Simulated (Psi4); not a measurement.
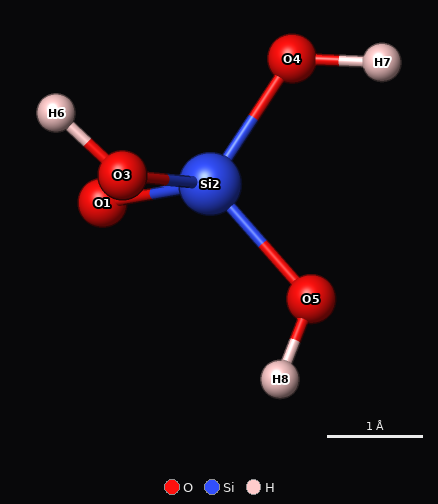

The structure (ball-and-stick view, seen at a tilt; atoms are numbered from 1 in the order of the input). Bond lengths as drawn: H–O 0.96 Å and O–Si 1.62 to 1.66 Å.

**Single-point calculation, with input and output: SiH3O4 (charge +1)**

The run: single-point calculation of SiH3O4, charge +1. Method and program: HF/3-21G, RHF (Psi4 1.11).

The geometry is that of the parent species in another charge or spin state. The geometry comes from this level: PBE0-D4/def2-TZVP.

### The input (h3o4si.json)
```
{
  "schema_name": "qcschema_input",
  "schema_version": 1,
  "molecule": {
    "schema_name": "qcschema_molecule",
    "schema_version": 2,
    "symbols": ["O", "Si", "O", "O", "O", "H", "H", "H"],
    "geometry": [-2.67887575, 0.46827413, 2.25444327, -0.37000838, 0.11092692, 0.17196508, 2.11101305, -0.12717857, 1.98383449, -0.47224256, 2.53053225, -1.70585577, -0.50323407, -2.38766896, -1.60570029, 2.40259779, 1.19619664, 3.18740105, -0.17763426, 2.21683772, -3.46537977, -0.31180481, -4.00773117, -0.82070806],
    "molecular_charge": 1,
    "molecular_multiplicity": 1,
    "fix_symmetry": "c1"
  },
  "driver": "energy",
  "model": {
    "method": "scf",
    "basis": "3-21G"
  },
  "keywords": {
    "reference": "rhf",
    "puream": true,
    "e_convergence": 1e-09,
    "d_convergence": 1e-08,
    "scf_type": "pk"
  }
}
```

Launch command:
```bash
psi4 --qcschema h3o4si.json -n 1 --memory 2200MB
```

### Output
```
Psi4 1.11 release

   => Loading Basis Set <=

    Name: 3-21G
    Role: ORBITAL
    Keyword: BASIS

         ---------------------------------------------------------
                                   SCF
                              RHF Reference
                        1 Threads,   2098 MiB Core
         ---------------------------------------------------------

  ==> Geometry <==

    Molecular point group: c1
    Full point group: C1

    Geometry (in Bohr), charge = 1, multiplicity = 1:

       Center              X                  Y                   Z               Mass
    ------------   -----------------  -----------------  -----------------  -----------------
         O           -2.330285227000     0.360410180102     2.059385435583    15.994914619570
         SI          -0.021417857000     0.003062970102    -0.023092754417    27.976926534650
         O            2.459603573000    -0.235042519898     1.788776655583    15.994914619570
         O           -0.123652037000     2.422668300102    -1.900913604417    15.994914619570
         O           -0.154643547000    -2.495532909898    -1.800758124417    15.994914619570
         H            2.751188313000     1.088332690102     2.992343215583     1.007825032230
         H            0.170956263000     2.108973770102    -3.660437604417     1.007825032230
         H            0.036785713000    -4.115595119898    -1.015765894417     1.007825032230

  Running in c1 symmetry.

  Rotational constants: A =      0.14695  B =      0.13831  C =      0.12494 [cm^-1]
  Rotational constants: A =   4405.42486  B =   4146.34926  C =   3745.55468 [MHz]
  Nuclear repulsion =  257.364163324537003

  Charge       = 1
  Multiplicity = 1
  Electrons    = 48
  Nalpha       = 24
  Nbeta        = 24

  ==> Algorithm <==

  SCF Algorithm Type is PK.
  DIIS enabled.
  MOM disabled.
  Fractional occupation disabled.
  Guess Type is SAD.
  Energy threshold   = 1.00e-09
  Density threshold  = 1.00e-08
  Integral threshold = 1.00e-12

  ==> Primary Basis <==

  Basis Set: 3-21G
    Blend: 3-21G
    Number of shells: 33
    Number of basis functions: 55
    Number of Cartesian functions: 55
    Spherical Harmonics?: true
    Max angular momentum: 1

  ==> Integral Setup <==

  Using in-core PK algorithm.
   Calculation information:
      Number of atoms:                   8
      Number of AO shells:              33
      Number of primitives:             60
      Number of atomic orbitals:        55
      Number of basis functions:        55

      Integral cutoff                 1.00e-12
      Number of threads:                 1

  Performing in-core PK
  Using 2373140 doubles for integral storage.
  We computed 129307 shell quartets total.
  Whereas there are 157641 unique shell quartets.

  ==> DiskJK: Disk-Based J/K Matrices <==

    J tasked:                  Yes
    K tasked:                  Yes
    wK tasked:                  No
    Memory [MiB]:             1573
    Schwarz Cutoff:          1E-12

  Minimum eigenvalue in the overlap matrix is 6.4741938900E-02.
  Reciprocal condition number of the overlap matrix is 1.8805792208E-02.
    Using symmetric orthogonalization.

  ==> Pre-Iterations <==

  SCF Guess: Superposition of Atomic Densities via on-the-fly atomic UHF (no occupation information).

   -------------------------
    Irrep   Nso     Nmo
   -------------------------
     A         55      55
   -------------------------
    Total      55      55
   -------------------------

  ==> Iterations <==

                        Total Energy        Delta E     RMS |[F,P]|

   @RHF iter SAD:  -585.58839251731035   -5.85588e+02   0.00000e+00
   @RHF iter   1:  -586.40568135118735   -8.17289e-01   1.05483e-02 ADIIS/DIIS
   @RHF iter   2:  -586.49645011172845   -9.07688e-02   7.13401e-03 ADIIS/DIIS
   @RHF iter   3:  -586.55647040011968   -6.00203e-02   2.30461e-03 ADIIS/DIIS
   @RHF iter   4:  -586.56400106755154   -7.53067e-03   7.03885e-04 ADIIS/DIIS
   @RHF iter   5:  -586.56612546444046   -2.12440e-03   4.23505e-04 ADIIS/DIIS
   @RHF iter   6:  -586.56704660817479   -9.21144e-04   1.93540e-04 ADIIS/DIIS
   @RHF iter   7:  -586.56736706925562   -3.20461e-04   6.48473e-05 DIIS
   @RHF iter   8:  -586.56741461261845   -4.75434e-05   3.20691e-05 DIIS
   @RHF iter   9:  -586.56742482010918   -1.02075e-05   1.81915e-05 DIIS
   @RHF iter  10:  -586.56742995187039   -5.13176e-06   1.31316e-05 DIIS
   @RHF iter  11:  -586.56743279985426   -2.84798e-06   1.17761e-05 DIIS
   @RHF iter  12:  -586.56743580883392   -3.00898e-06   1.13577e-05 DIIS
   @RHF iter  13:  -586.56744535701353   -9.54818e-06   1.02640e-05 DIIS
   @RHF iter  14:  -586.56747745925179   -3.21022e-05   6.55239e-06 DIIS
   @RHF iter  15:  -586.56747969723824   -2.23799e-06   4.33646e-06 DIIS
   @RHF iter  16:  -586.56748104310839   -1.34587e-06   2.14570e-06 DIIS
   @RHF iter  17:  -586.56748115164885   -1.08540e-07   1.10409e-06 DIIS
   @RHF iter  18:  -586.56748117369932   -2.20505e-08   9.32379e-07 DIIS
   @RHF iter  19:  -586.56748119242161   -1.87223e-08   7.89561e-07 DIIS
   @RHF iter  20:  -586.56748121256783   -2.01462e-08   4.42496e-07 DIIS
   @RHF iter  21:  -586.56748121895828   -6.39045e-09   1.68096e-07 DIIS
   @RHF iter  22:  -586.56748121984504   -8.86757e-10   7.65855e-08 DIIS
   @RHF iter  23:  -586.56748121987562   -3.05818e-11   2.52878e-08 DIIS
   @RHF iter  24:  -586.56748121988016   -4.54747e-12   1.02146e-08 DIIS
   @RHF iter  25:  -586.56748121988301   -2.84217e-12   3.03432e-09 DIIS
  Energy and wave function converged.

  ==> Post-Iterations <==

    Orbital Energies [Eh]
    ---------------------

    Doubly Occupied:

       1A    -68.710445     2A    -21.041940     3A    -20.749444
       4A    -20.695310     5A    -20.685347     6A     -6.500686
       7A     -4.599838     8A     -4.597417     9A     -4.596637
      10A     -1.745627    11A     -1.627624    12A     -1.586993
      13A     -1.563184    14A     -1.084587    15A     -1.012286
      16A     -0.991913    17A     -0.946532    18A     -0.921110
      19A     -0.815842    20A     -0.786830    21A     -0.759708
      22A     -0.749026    23A     -0.747566    24A     -0.721417

    Virtual:

      25A     -0.422429    26A     -0.038415    27A      0.029131
      28A      0.055089    29A      0.070511    30A      0.136279
      31A      0.156944    32A      0.184702    33A      0.250079
      34A      0.337533    35A      0.380774    36A      0.396211
      37A      1.000997    38A      1.067068    39A      1.098961
      40A      1.346605    41A      1.383831    42A      1.469604
      43A      1.550357    44A      1.569493    45A      1.624732
      46A      1.698851    47A      1.711972    48A      1.723830
      49A      1.833501    50A      1.890139    51A      1.902546
      52A      2.603131    53A      2.880847    54A      2.901801
      55A      3.199118

    Final Occupation by Irrep:
              A
    DOCC [    24 ]
    NA   [    24 ]
    NB   [    24 ]

  @RHF Final Energy:  -586.56748121988301

   => Energetics <=

    Nuclear Repulsion Energy =            257.3641633245370031
    One-Electron Energy =               -1311.3886658172652915
    Two-Electron Energy =                 467.4570212728452248
    Total Energy =                       -586.5674812198831205

Computation Completed

Properties will be evaluated at   0.000000,   0.000000,   0.000000 [a0]

Properties computed using the SCF density matrix

 Multipole Moments:

 ------------------------------------------------------------------------------------
     Multipole            Electronic (a.u.)      Nuclear  (a.u.)        Total (a.u.)
 ------------------------------------------------------------------------------------

 L = 1.  Multiply by 2.5417464519 to convert [e a0] to [Debye]
 Dipole X            :         -2.0006655            1.4672624           -0.5334032
 Dipole Y            :          0.3955591           -0.4553827           -0.0598235
 Dipole Z            :          1.9793013           -0.8352359            1.1440654
 Magnitude           :                                                    1.2637181

 ------------------------------------------------------------------------------------

	total time  =          1 seconds =       0.02 minutes

    Psi4 run time: 0:00:00.79
```

### File result.json
```
{
 "driver": "energy",
 "model": {
  "method": "scf",
  "basis": "3-21G"
 },
 "success": true,
 "return_result": -586.567481219883,
 "properties": {
  "calcinfo_nbasis": 55,
  "calcinfo_nmo": 55,
  "calcinfo_nalpha": 24,
  "calcinfo_nbeta": 24,
  "calcinfo_natom": 8,
  "nuclear_repulsion_energy": 257.364163324537,
  "return_energy": -586.567481219883,
  "scf_one_electron_energy": -1311.3886658172653,
  "scf_two_electron_energy": 467.4570212728452,
  "scf_dipole_moment": [-0.5334031545991214, -0.05982353575844335, 1.1440653926665334],
  "scf_total_energy": -586.567481219883,
  "scf_iterations": 25
 }
}
```

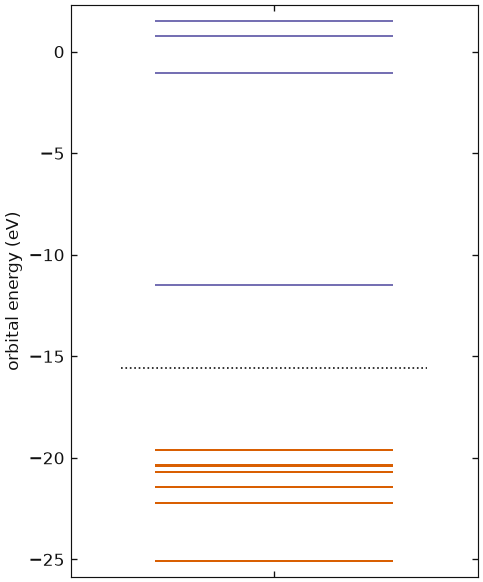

Orbital energies near the frontier; the dotted line parts filled from empty levels, and levels within 0.02 eV of each other stand side by side. Highest filled −19.63 eV, lowest empty −11.49 eV, 8.14 eV apart.

### Results in brief

| quantity | value |
| --- | --- |
| outcome | converged |
| total energy | −586.567481 hartree |
| basis functions | 55 |
| HOMO | −19.63 eV |
| LUMO | −11.49 eV |
| hardware | 1 thread of Intel Xeon (Granite Rapids), 32 GiB of memory available, shared host |
| wall time | 1.7 s |
| peak memory | 0.19 GiB |
